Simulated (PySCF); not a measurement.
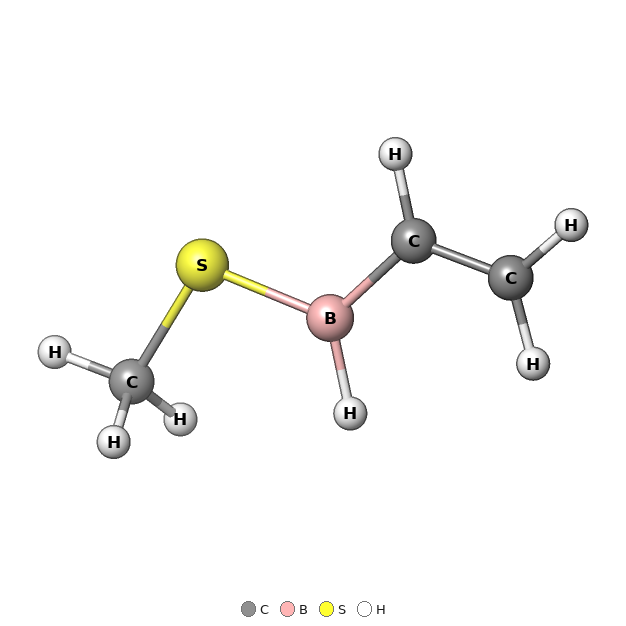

A ball-and-stick model of a molecule.

**Give the formula.**

C₃H₇BS, 12 atoms: 3 carbon, 7 hydrogen, 1 boron and 1 sulfur.

**Count the bonded pairs by element.**

6 C–H, 1 C–C, 1 C–B, 1 B–S, 1 C–S, 1 B–H.

**Name some functional groups or characteristic bonds that it holds.**

Among them: alkene, B–H bond.

More results for the same structure follow; atom numbers are the same in all pictures, views and colours differ. The geometry was computed by an optimisation with PBE0-D3(BJ)/def2-SVP. No frequency run is at hand to confirm it as a minimum.

Dipole moment

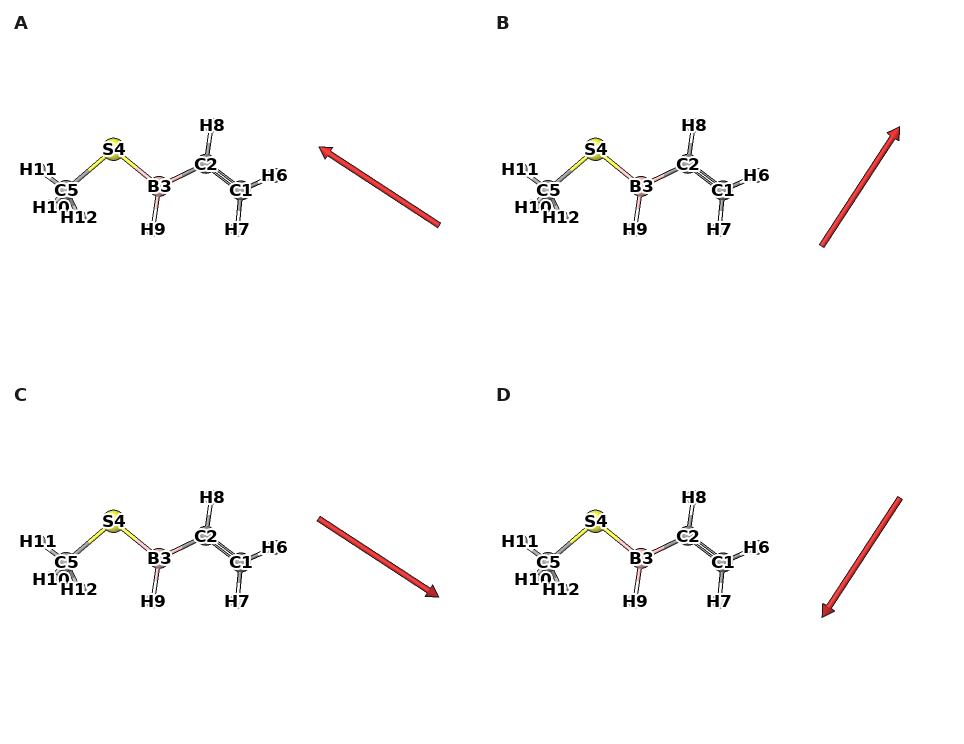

The same molecule four times, each with an arrow. No frequency run is at hand to confirm it as a minimum. Properties computed with B97-D/pcSseg-2, gas phase (PySCF 2.14.0).

**Which arrow points along the dipole moment, from the negative to the positive end?**

D. The dipole moment is 0.96 D; it points from the side of H6, H8 to the side of H10, H12 (the outermost atoms at the two ends).

Levels of theory compared

No frequency run is at hand to confirm it as a minimum. Program: PySCF 2.14.0.

At this fixed geometry, give HOMO–LUMO gap (eV) at these levels: B3LYP/pcSseg-2; B97-D/pcSseg-2; BLYP/pcSseg-2; BP86/pcSseg-2; KT2/pcSseg-2; KT3/pcSseg-2; LDA/pcSseg-2; OPBE/pcSseg-2; PBE/pcSseg-2.

| level | HOMO–LUMO gap (eV) |
| --- | --- |
| B3LYP/pcSseg-2 | 5.27 |
| B97-D/pcSseg-2 | 3.81 |
| BLYP/pcSseg-2 | 3.73 |
| BP86/pcSseg-2 | 3.74 |
| KT2/pcSseg-2 | 3.79 |
| KT3/pcSseg-2 | 3.84 |
| LDA/pcSseg-2 | 3.65 |
| OPBE/pcSseg-2 | 3.82 |
| PBE/pcSseg-2 | 3.73 |

NMR shielding

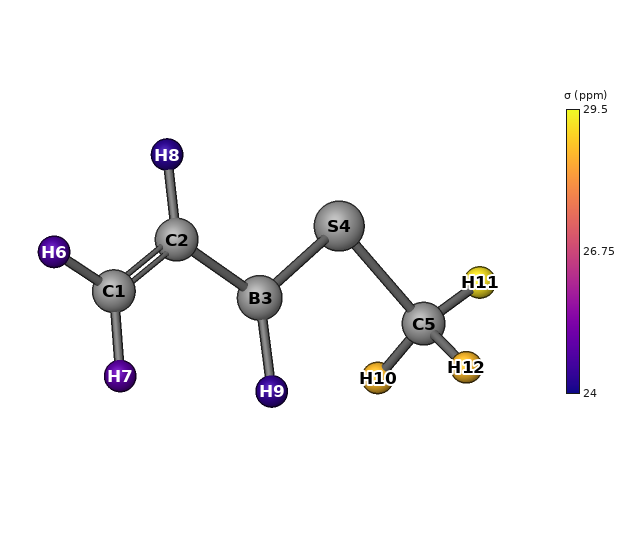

Atoms are coloured by their isotropic NMR shieldings (H only, the others grey). No frequency run is at hand to confirm it as a minimum. Method: GIAO BP86/pcSseg-2 NMR shielding, non-relativistic, gas phase (PySCF 2.14.0).

**Which H atom is the most shielded (lowest chemical shift)?**

H11 (29.21 ppm).

**Which H atom is the least shielded (highest chemical shift)?**

H8 (24.29 ppm).

**How wide is the range of H shifts?**

4.92 ppm.

List the isotropic NMR shieldings of the H atoms.

| atom | σ (ppm) |
| --- | --- |
| H6 | 24.69 |
| H7 | 24.92 |
| H8 | 24.29 |
| H9 | 24.40 |
| H10 | 28.69 |
| H11 | 29.21 |
| H12 | 28.70 |
